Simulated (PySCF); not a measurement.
# C₂H₅B: spin-spin couplings at several levels of theory

Aim: compute the spin-spin couplings of C₂H₅B (`BC=C`) at several levels, and see how far they spread and what each costs.

The runs use PySCF 2.14.0, with density-fitted response routines of our own; the level of theory stands in each step. All values are computed, except where a source is named. Atoms are numbered from 0 throughout.

## (1) The starting structure

8 atoms, charge 0, multiplicity 1; geometry from: PBE0-D3(BJ)/def2-SVP.

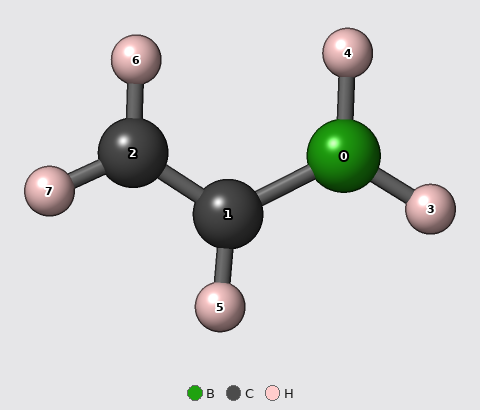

As it starts; boron green, carbon dark grey, hydrogen pink, atoms numbered.

## (2) Indirect couplings: LDA/pcJ-1

The job: settings as JSON, then the geometry in Å.

```
{"job": {"kind": "j", "xc": "LDA", "basis": "pcJ-1"}, "charge": 0, "multiplicity": 1}
B      1.239421     0.026824    -0.138870
C     -0.186073    -0.546888    -0.015551
C     -1.262353     0.259040    -0.092256
H      2.222176    -0.672322    -0.044090
H      1.377903     1.214444    -0.334274
H     -0.361038    -1.617902     0.146455
H     -1.144581     1.336674    -0.253296
H     -2.291024    -0.109310     0.001005
```

Method: LDA/pcJ-1 indirect spin-spin coupling, non-relativistic, gas phase.

Started as:

```console
OMP_NUM_THREADS=1 python probes_run.py task.json out
```

The driver reads the jobs from task.json and runs them one after another.

What it wrote:

```text
coarse grid: 6360 points
cycle   1  E = -102.8917834107  dE = -4.755e-02  |g| = 4.087e-01  |ddm| = 2.136e+00
cycle   2  E = -102.8240631742  dE =  6.772e-02  |g| = 6.212e-01  |ddm| = 8.813e-01
cycle   3  E = -102.9309322873  dE = -1.069e-01  |g| = 1.756e-01  |ddm| = 6.485e-01
cycle   4  E = -102.9381714134  dE = -7.239e-03  |g| = 7.176e-02  |ddm| = 1.597e-01
cycle   5  E = -102.9395442553  dE = -1.373e-03  |g| = 1.691e-02  |ddm| = 6.210e-02
cycle   6  E = -102.9396464777  dE = -1.022e-04  |g| = 2.005e-03  |ddm| = 1.706e-02
cycle   7  E = -102.9396476031  dE = -1.125e-06  |g| = 2.673e-04  |ddm| = 2.064e-03
final grid: 60488 points
cycle   8  E = -102.9718771820  dE = -7.365e-05  |g| = 4.487e-03  |ddm| = 1.312e-02
cycle   9  E = -102.9718731212  dE =  4.061e-06  |g| = 5.191e-03  |ddm| = 6.954e-03
cycle  10  E = -102.9718802108  dE = -7.090e-06  |g| = 1.180e-03  |ddm| = 5.038e-03
cycle  11  E = -102.9718805253  dE = -3.145e-07  |g| = 3.821e-04  |ddm| = 1.016e-03
cycle  12  E = -102.9718805651  dE = -3.985e-08  |g| = 1.843e-04  |ddm| = 4.130e-04
cycle  13  E = -102.9718805745  dE = -9.355e-09  |g| = 1.542e-05  |ddm| = 1.235e-04
cycle  14  E = -102.9718805745  dE = -6.673e-11  |g| = 1.778e-06  |ddm| = 1.637e-05
converged SCF energy = -102.9718805745

Indirect spin-spin couplings (Hz)
  i      j    bonds     total        FC       PSO       DSO        SD
  0 B    1 C    1     47.217    48.933    -2.118     0.134     0.269
  0 B    2 C    2      5.021     3.119     1.016    -0.093     0.979
  0 B    3 H    1    103.896   104.694    -1.650     0.308     0.545
  0 B    4 H    1    103.980   104.898    -1.761     0.355     0.489
  0 B    5 H    2      4.547     5.137     0.036    -0.597    -0.028
  0 B    6 H    3      7.333     7.266     0.160    -0.101     0.009
  0 B    7 H    3      9.825     9.987     0.605    -0.681    -0.085
  1 C    2 C    1     43.843    52.418   -10.463     0.096     1.793
  1 C    3 H    2      3.849     4.221    -0.219    -0.204     0.051
  1 C    4 H    2      4.243     4.797    -0.331    -0.205    -0.018
  1 C    5 H    1    117.600   116.347     0.250     0.596     0.408
  1 C    6 H    2      3.226     5.233    -1.395    -0.574    -0.038
  1 C    7 H    2     -0.218     1.583    -1.193    -0.616     0.008
  2 C    3 H    3      9.638     9.744     0.404    -0.417    -0.094
  2 C    4 H    3      7.900     7.796     0.143    -0.080     0.040
  2 C    5 H    2      1.219     3.235    -1.431    -0.566    -0.019
  2 C    6 H    1    131.199   130.453    -0.324     0.459     0.612
  2 C    7 H    1    125.473   124.614    -0.208     0.431     0.637
  3 H    4 H    2      3.563     3.607     1.799    -2.003     0.160
  3 H    5 H    3      4.033     4.031     0.512    -0.608     0.099
  3 H    6 H    4      0.311     0.503     1.170    -1.292    -0.070
  3 H    7 H    4      2.413     2.570     1.359    -1.515    -0.001
  4 H    5 H    3      7.425     7.704     2.069    -2.313    -0.035
  4 H    7 H    4      0.153     0.306     1.474    -1.592    -0.034
  5 H    6 H    3     15.026    15.461     2.762    -3.346     0.149
  5 H    7 H    3      9.780    10.183     0.328    -0.813     0.082
  6 H    7 H    2      5.239     4.860     3.621    -3.525     0.284
```

Run time: 5 s. Hardware: 1 thread of Arm Neoverse V1, shared host; peak memory 0.35 GiB.

Couplings of 1 Hz or more over one to four bonds, nine at most for each number, with means over like pairs (isotopes 11B, 13C, 1H):

| pair | bonds | J (Hz) | Fermi contact (Hz) | dihedral (°) |
| --- | --- | --- | --- | --- |
| C2–H6 | 1 | 131.2 | 130.5 | – |
| C2–H7 | 1 | 125.5 | 124.6 | – |
| C1–H5 | 1 | 117.6 | 116.3 | – |
| B0–H3 | 1 | 103.9 | 104.8 | – |
| B0–C1 | 1 | 47.2 | 48.9 | – |
| C1–C2 | 1 | 43.8 | 52.4 | – |
| H6–H7 | 2 | 5.2 | 4.9 | – |
| B0–C2 | 2 | 5.0 | 3.1 | – |
| B0–H5 | 2 | 4.5 | 5.1 | – |
| C1–H3 | 2 | 4.0 | 4.5 | – |
| H3–H4 | 2 | 3.6 | 3.6 | – |
| C1–H6 | 2 | 3.2 | 5.2 | – |
| C2–H5 | 2 | 1.2 | 3.2 | – |
| H5–H6 | 3 | 15.0 | 15.5 | -180 |
| B0–H7 | 3 | 9.8 | 10.0 | -179 |
| H5–H7 | 3 | 9.8 | 10.2 | 0 |
| C2–H3 | 3 | 8.8 | 8.8 | – |
| B0–H6 | 3 | 7.3 | 7.3 | 1 |
| H3–H5 | 3 | 5.7 | 5.9 | – |
| H3–H7 | 4 | 1.3 | 1.4 | – |

Quadrupole couplings from the field gradients of the same density:

| atom | isotope | eQq/h (MHz) | η |
| --- | --- | --- | --- |
| B0 | 11B | 5.307 | 0.04 |

## (3) Spin-spin couplings: PBE/pcJ-1

Same as in step 2 but for these lines:

```diff
@@ -1,2 +1,2 @@
-{"job": {"kind": "j", "xc": "LDA", "basis": "pcJ-1"}, "charge": 0, "multiplicity": 1}
+{"job": {"kind": "j", "xc": "PBE", "basis": "pcJ-1"}, "charge": 0, "multiplicity": 1}
 B      1.239421     0.026824    -0.138870
```

Method: PBE/pcJ-1 indirect spin-spin coupling, non-relativistic, gas phase.

What it wrote:

```text
coarse grid: 6360 points
cycle   1  E = -103.7960895939  dE = -3.648e-02  |g| = 3.851e-01  |ddm| = 2.139e+00
cycle   2  E = -103.7367187051  dE =  5.937e-02  |g| = 5.869e-01  |ddm| = 8.603e-01
cycle   3  E = -103.8324753742  dE = -9.576e-02  |g| = 1.680e-01  |ddm| = 6.196e-01
cycle   4  E = -103.8396941666  dE = -7.219e-03  |g| = 5.194e-02  |ddm| = 1.427e-01
cycle   5  E = -103.8404100581  dE = -7.159e-04  |g| = 1.463e-02  |ddm| = 5.026e-02
cycle   6  E = -103.8404869414  dE = -7.688e-05  |g| = 2.001e-03  |ddm| = 1.506e-02
cycle   7  E = -103.8404880473  dE = -1.106e-06  |g| = 2.325e-04  |ddm| = 1.919e-03
final grid: 60488 points
cycle   8  E = -103.8649583188  dE = -6.842e-05  |g| = 9.208e-03  |ddm| = 1.917e-02
cycle   9  E = -103.8649284277  dE =  2.989e-05  |g| = 1.385e-02  |ddm| = 1.880e-02
cycle  10  E = -103.8649809532  dE = -5.253e-05  |g| = 2.009e-03  |ddm| = 1.158e-02
cycle  11  E = -103.8649817503  dE = -7.970e-07  |g| = 1.351e-03  |ddm| = 2.500e-03
cycle  12  E = -103.8649822589  dE = -5.087e-07  |g| = 3.230e-04  |ddm| = 1.040e-03
cycle  13  E = -103.8649822869  dE = -2.797e-08  |g| = 2.396e-05  |ddm| = 2.561e-04
cycle  14  E = -103.8649822871  dE = -1.675e-10  |g| = 4.367e-06  |ddm| = 3.033e-05
converged SCF energy = -103.8649822871

Indirect spin-spin couplings (Hz)
  i      j    bonds     total        FC       PSO       DSO        SD
  0 B    1 C    1     58.360    60.077    -2.028     0.134     0.177
  0 B    2 C    2      4.566     2.611     0.862    -0.092     1.185
  0 B    3 H    1    126.174   126.784    -1.548     0.303     0.634
  0 B    4 H    1    126.213   126.936    -1.644     0.349     0.572
  0 B    5 H    2      4.327     4.889     0.068    -0.598    -0.033
  0 B    6 H    3      7.461     7.408     0.135    -0.101     0.018
  0 B    7 H    3     11.063    11.225     0.613    -0.681    -0.094
  1 C    2 C    1     55.885    63.106    -9.992     0.097     2.674
  1 C    3 H    2      4.057     4.410    -0.203    -0.204     0.054
  1 C    4 H    2      4.227     4.766    -0.311    -0.204    -0.023
  1 C    5 H    1    138.695   137.466     0.281     0.594     0.353
  1 C    6 H    2      2.469     4.413    -1.350    -0.573    -0.021
  1 C    7 H    2     -1.596     0.165    -1.162    -0.616     0.017
  2 C    3 H    3     10.043    10.162     0.404    -0.417    -0.106
  2 C    4 H    3      7.373     7.288     0.111    -0.079     0.053
  2 C    5 H    2     -0.808     1.134    -1.391    -0.565     0.015
  2 C    6 H    1    155.172   154.413    -0.277     0.454     0.582
  2 C    7 H    1    148.488   147.615    -0.166     0.428     0.611
  3 H    4 H    2      3.275     3.281     1.806    -2.009     0.197
  3 H    5 H    3      4.405     4.394     0.512    -0.610     0.110
  3 H    6 H    4      0.494     0.699     1.171    -1.292    -0.083
  3 H    7 H    4      3.209     3.360     1.366    -1.516     0.000
  4 H    5 H    3      9.120     9.405     2.077    -2.315    -0.047
  4 H    6 H    4      0.182     0.090    -0.938     0.951     0.080
  4 H    7 H    4      0.323     0.480     1.475    -1.593    -0.038
  5 H    6 H    3     19.098    19.478     2.771    -3.349     0.199
  5 H    7 H    3     11.650    12.054     0.328    -0.815     0.083
  6 H    7 H    2      5.590     5.161     3.638    -3.535     0.326
```

Run time: 7.4 s. Hardware: 1 thread of Arm Neoverse V1, shared host; peak memory 0.37 GiB.

In short: J(C2,H6) 155.2 Hz, J(C2,H7) 148.5 Hz, J(C1,H5) 138.7 Hz (means over like pairs).

## (4) Spin-spin couplings: KT2/pcJ-1

Same as in step 3 but for these lines:

```diff
@@ -1,2 +1,2 @@
-{"job": {"kind": "j", "xc": "PBE", "basis": "pcJ-1"}, "charge": 0, "multiplicity": 1}
+{"job": {"kind": "j", "xc": "KT2", "basis": "pcJ-1"}, "charge": 0, "multiplicity": 1}
 B      1.239421     0.026824    -0.138870
```

Level: KT2/pcJ-1 indirect spin-spin coupling, non-relativistic, gas phase.

What it wrote:

```text
coarse grid: 6360 points
cycle   1  E = -105.9033459920  dE = -3.327e-02  |g| = 3.555e-01  |ddm| = 2.128e+00
cycle   2  E = -105.8588502638  dE =  4.450e-02  |g| = 5.218e-01  |ddm| = 7.711e-01
cycle   3  E = -105.9351900930  dE = -7.634e-02  |g| = 1.454e-01  |ddm| = 5.511e-01
cycle   4  E = -105.9410657630  dE = -5.876e-03  |g| = 3.495e-02  |ddm| = 1.237e-01
cycle   5  E = -105.9414095849  dE = -3.438e-04  |g| = 1.088e-02  |ddm| = 4.008e-02
cycle   6  E = -105.9414528605  dE = -4.328e-05  |g| = 1.836e-03  |ddm| = 1.199e-02
cycle   7  E = -105.9414538616  dE = -1.001e-06  |g| = 2.124e-04  |ddm| = 1.908e-03
final grid: 60488 points
cycle   8  E = -105.9418586015  dE = -2.864e-04  |g| = 1.245e-02  |ddm| = 2.278e-02
cycle   9  E = -105.9418336458  dE =  2.496e-05  |g| = 1.349e-02  |ddm| = 1.703e-02
cycle  10  E = -105.9418780245  dE = -4.438e-05  |g| = 4.433e-03  |ddm| = 1.316e-02
cycle  11  E = -105.9418822295  dE = -4.205e-06  |g| = 2.636e-03  |ddm| = 4.970e-03
cycle  12  E = -105.9418843461  dE = -2.117e-06  |g| = 3.785e-04  |ddm| = 2.144e-03
cycle  13  E = -105.9418843889  dE = -4.276e-08  |g| = 3.774e-05  |ddm| = 3.578e-04
cycle  14  E = -105.9418843893  dE = -3.711e-10  |g| = 8.377e-06  |ddm| = 4.503e-05
converged SCF energy = -105.9418843893

Indirect spin-spin couplings (Hz)
  i      j    bonds     total        FC       PSO       DSO        SD
  0 B    1 C    1     47.605    49.196    -1.902     0.134     0.177
  0 B    2 C    2      3.625     1.947     0.729    -0.092     1.040
  0 B    3 H    1    131.140   131.753    -1.413     0.292     0.508
  0 B    4 H    1    130.538   131.252    -1.504     0.339     0.451
  0 B    5 H    2      4.840     5.378     0.089    -0.600    -0.026
  0 B    6 H    3      8.029     7.991     0.131    -0.102     0.008
  0 B    7 H    3     12.701    12.858     0.610    -0.682    -0.085
  1 C    2 C    1     44.761    51.062    -9.006     0.096     2.610
  1 C    3 H    2      4.797     5.142    -0.195    -0.206     0.056
  1 C    4 H    2      5.219     5.741    -0.295    -0.206    -0.021
  1 C    5 H    1    146.248   145.020     0.315     0.577     0.336
  1 C    6 H    2      3.487     5.372    -1.245    -0.576    -0.065
  1 C    7 H    2     -1.713    -0.006    -1.064    -0.619    -0.024
  2 C    3 H    3     12.104    12.224     0.397    -0.418    -0.099
  2 C    4 H    3      7.986     7.914     0.111    -0.080     0.040
  2 C    5 H    2     -0.345     1.520    -1.273    -0.568    -0.024
  2 C    6 H    1    165.102   164.311    -0.212     0.436     0.567
  2 C    7 H    1    157.470   156.579    -0.114     0.409     0.596
  3 H    4 H    2      3.739     3.767     1.828    -2.027     0.171
  3 H    5 H    3      4.629     4.616     0.512    -0.618     0.119
  3 H    6 H    4      0.728     0.943     1.174    -1.298    -0.091
  3 H    7 H    4      4.791     4.936     1.370    -1.521     0.006
  4 H    5 H    3     11.828    12.124     2.085    -2.323    -0.058
  4 H    7 H    4      0.433     0.593     1.479    -1.599    -0.041
  5 H    6 H    3     25.486    25.812     2.794    -3.360     0.241
  5 H    7 H    3     14.523    14.933     0.328    -0.827     0.089
  6 H    7 H    2      4.995     4.536     3.663    -3.565     0.360
```

Run time: 7.6 s. Hardware: 1 thread of Arm Neoverse V1, shared host; peak memory 0.37 GiB.

In short: J(C2,H6) 165.1 Hz, J(C2,H7) 157.5 Hz, J(C1,H5) 146.2 Hz (means over like pairs).

## (5) Indirect couplings: PBE0/pcJ-1

Same as in step 4 but for these lines:

```diff
@@ -1,2 +1,2 @@
-{"job": {"kind": "j", "xc": "KT2", "basis": "pcJ-1"}, "charge": 0, "multiplicity": 1}
+{"job": {"kind": "j", "xc": "PBE0", "basis": "pcJ-1"}, "charge": 0, "multiplicity": 1}
 B      1.239421     0.026824    -0.138870
```

Method: PBE0/pcJ-1 indirect spin-spin coupling, non-relativistic, gas phase.

What it wrote:

```text
coarse grid: 6360 points
cycle   1  E = -103.8449688106  dE =  3.258e-03  |g| = 2.670e-01  |ddm| = 2.084e+00
cycle   2  E = -103.8389866016  dE =  5.982e-03  |g| = 3.088e-01  |ddm| = 4.678e-01
cycle   3  E = -103.8642988181  dE = -2.531e-02  |g| = 6.874e-02  |ddm| = 2.775e-01
cycle   4  E = -103.8653218632  dE = -1.023e-03  |g| = 2.750e-02  |ddm| = 5.884e-02
cycle   5  E = -103.8655169397  dE = -1.951e-04  |g| = 4.287e-03  |ddm| = 2.159e-02
cycle   6  E = -103.8655232412  dE = -6.301e-06  |g| = 7.595e-04  |ddm| = 4.642e-03
final grid: 60488 points
cycle   7  E = -103.8833164118  dE = -4.553e-05  |g| = 5.206e-03  |ddm| = 1.328e-02
cycle   8  E = -103.8833151455  dE =  1.266e-06  |g| = 5.745e-03  |ddm| = 8.429e-03
cycle   9  E = -103.8833239605  dE = -8.815e-06  |g| = 4.219e-04  |ddm| = 4.322e-03
cycle  10  E = -103.8833239847  dE = -2.415e-08  |g| = 3.334e-04  |ddm| = 6.086e-04
cycle  11  E = -103.8833240150  dE = -3.032e-08  |g| = 8.484e-05  |ddm| = 2.720e-04
cycle  12  E = -103.8833240168  dE = -1.751e-09  |g| = 6.155e-06  |ddm| = 5.686e-05
cycle  13  E = -103.8833240168  dE = -1.015e-11  |g| = 1.283e-06  |ddm| = 6.706e-06
converged SCF energy = -103.8833240168

Indirect spin-spin couplings (Hz)
  i      j    bonds     total        FC       PSO       DSO        SD
  0 B    1 C    1     62.345    64.076    -1.913     0.133     0.049
  0 B    2 C    2      3.189     1.320     0.749    -0.092     1.213
  0 B    3 H    1    127.933   128.569    -1.480     0.293     0.552
  0 B    4 H    1    127.828   128.557    -1.566     0.339     0.499
  0 B    5 H    2      3.169     3.710     0.096    -0.600    -0.037
  0 B    6 H    3      7.696     7.671     0.112    -0.102     0.015
  0 B    7 H    3     11.215    11.376     0.600    -0.682    -0.079
  1 C    2 C    1     62.550    68.747   -10.179     0.096     3.886
  1 C    3 H    2      3.842     4.169    -0.187    -0.205     0.066
  1 C    4 H    2      3.735     4.261    -0.302    -0.205    -0.019
  1 C    5 H    1    143.577   142.533     0.245     0.588     0.211
  1 C    6 H    2      0.330     2.283    -1.378    -0.575     0.001
  1 C    7 H    2     -3.430    -1.655    -1.183    -0.618     0.025
  2 C    3 H    3      9.310     9.452     0.395    -0.417    -0.120
  2 C    4 H    3      6.644     6.609     0.075    -0.080     0.041
  2 C    5 H    2     -3.650    -1.702    -1.435    -0.567     0.054
  2 C    6 H    1    160.440   159.861    -0.310     0.443     0.445
  2 C    7 H    1    154.771   154.112    -0.232     0.417     0.475
  3 H    4 H    2      2.815     2.832     1.811    -2.019     0.191
  3 H    5 H    3      4.244     4.214     0.518    -0.615     0.127
  3 H    6 H    4      0.571     0.801     1.167    -1.295    -0.103
  3 H    7 H    4      3.205     3.350     1.363    -1.519     0.010
  4 H    5 H    3      9.138     9.450     2.082    -2.319    -0.075
  4 H    6 H    4      0.265     0.155    -0.944     0.950     0.104
  4 H    7 H    4      0.399     0.564     1.469    -1.596    -0.038
  5 H    6 H    3     20.072    20.368     2.761    -3.355     0.298
  5 H    7 H    3     12.643    13.059     0.326    -0.822     0.081
  6 H    7 H    2      3.287     2.823     3.644    -3.551     0.371
```

It took 7.1 s on 1 thread of Arm Neoverse V1, shared host; peak memory 0.47 GiB.

This run: J(C2,H6) 160.4 Hz, J(C2,H7) 154.8 Hz, J(C1,H5) 143.6 Hz (means over like pairs).

## (6) Spin-spin couplings: B97-2/pcJ-1

Same as in step 5 but for these lines:

```diff
@@ -1,2 +1,2 @@
-{"job": {"kind": "j", "xc": "PBE0", "basis": "pcJ-1"}, "charge": 0, "multiplicity": 1}
+{"job": {"kind": "j", "xc": "B97-2", "basis": "pcJ-1"}, "charge": 0, "multiplicity": 1}
 B      1.239421     0.026824    -0.138870
```

Level: B97-2/pcJ-1 indirect spin-spin coupling, non-relativistic, gas phase.

What it wrote:

```text
coarse grid: 6360 points
cycle   1  E = -103.9562525156  dE = -6.723e-03  |g| = 2.703e-01  |ddm| = 2.094e+00
cycle   2  E = -103.9485014960  dE =  7.751e-03  |g| = 3.216e-01  |ddm| = 4.848e-01
cycle   3  E = -103.9761164582  dE = -2.761e-02  |g| = 7.281e-02  |ddm| = 2.937e-01
cycle   4  E = -103.9772897989  dE = -1.173e-03  |g| = 2.882e-02  |ddm| = 6.383e-02
cycle   5  E = -103.9775088846  dE = -2.191e-04  |g| = 4.517e-03  |ddm| = 2.323e-02
cycle   6  E = -103.9775159784  dE = -7.094e-06  |g| = 8.615e-04  |ddm| = 5.083e-03
final grid: 60488 points
cycle   7  E = -103.9904450159  dE = -6.047e-05  |g| = 2.013e-03  |ddm| = 1.328e-02
cycle   8  E = -103.9904451914  dE = -1.755e-07  |g| = 1.311e-03  |ddm| = 2.640e-03
cycle   9  E = -103.9904455492  dE = -3.578e-07  |g| = 7.686e-04  |ddm| = 1.672e-03
cycle  10  E = -103.9904456873  dE = -1.380e-07  |g| = 2.916e-04  |ddm| = 6.692e-04
cycle  11  E = -103.9904457091  dE = -2.185e-08  |g| = 3.878e-05  |ddm| = 2.053e-04
cycle  12  E = -103.9904457095  dE = -3.724e-10  |g| = 1.043e-05  |ddm| = 3.650e-05
converged SCF energy = -103.9904457095

Indirect spin-spin couplings (Hz)
  i      j    bonds     total        FC       PSO       DSO        SD
  0 B    1 C    1     65.560    67.136    -1.847     0.133     0.138
  0 B    2 C    2      4.923     3.383     0.685    -0.092     0.948
  0 B    3 H    1    131.319   131.918    -1.417     0.290     0.527
  0 B    4 H    1    131.233   131.912    -1.499     0.337     0.483
  0 B    5 H    2      4.065     4.577     0.116    -0.601    -0.027
  0 B    6 H    3      6.711     6.703     0.104    -0.102     0.006
  0 B    7 H    3     10.150    10.292     0.605    -0.682    -0.065
  1 C    2 C    1     61.293    68.152    -9.907     0.096     2.952
  1 C    3 H    2      4.305     4.623    -0.176    -0.205     0.063
  1 C    4 H    2      4.278     4.787    -0.287    -0.205    -0.017
  1 C    5 H    1    137.639   136.449     0.271     0.588     0.331
  1 C    6 H    2      1.081     3.054    -1.345    -0.575    -0.053
  1 C    7 H    2     -2.929    -1.125    -1.158    -0.618    -0.029
  2 C    3 H    3      9.121     9.247     0.395    -0.417    -0.103
  2 C    4 H    3      6.543     6.533     0.064    -0.080     0.026
  2 C    5 H    2     -2.745    -0.759    -1.402    -0.568    -0.016
  2 C    6 H    1    154.813   154.101    -0.271     0.442     0.540
  2 C    7 H    1    149.284   148.488    -0.192     0.417     0.571
  3 H    4 H    2      4.157     4.205     1.815    -2.022     0.159
  3 H    5 H    3      4.156     4.143     0.518    -0.616     0.110
  3 H    6 H    4      0.443     0.658     1.168    -1.295    -0.088
  3 H    7 H    4      2.773     2.914     1.367    -1.519     0.011
  4 H    5 H    3      8.601     8.889     2.087    -2.320    -0.055
  4 H    6 H    4      0.314     0.210    -0.946     0.951     0.100
  4 H    7 H    4      0.336     0.497     1.470    -1.597    -0.034
  5 H    6 H    3     17.986    18.301     2.769    -3.357     0.273
  5 H    7 H    3     11.263    11.694     0.327    -0.823     0.065
  6 H    7 H    2      3.917     3.487     3.652    -3.555     0.333
```

Run time: 6.7 s. Hardware: 1 thread of Arm Neoverse V1, shared host; peak memory 0.47 GiB.

This run: J(C2,H6) 154.8 Hz, J(C2,H7) 149.3 Hz, J(C1,H5) 137.6 Hz (means over like pairs).

(Part 1 of 2 ends here.)
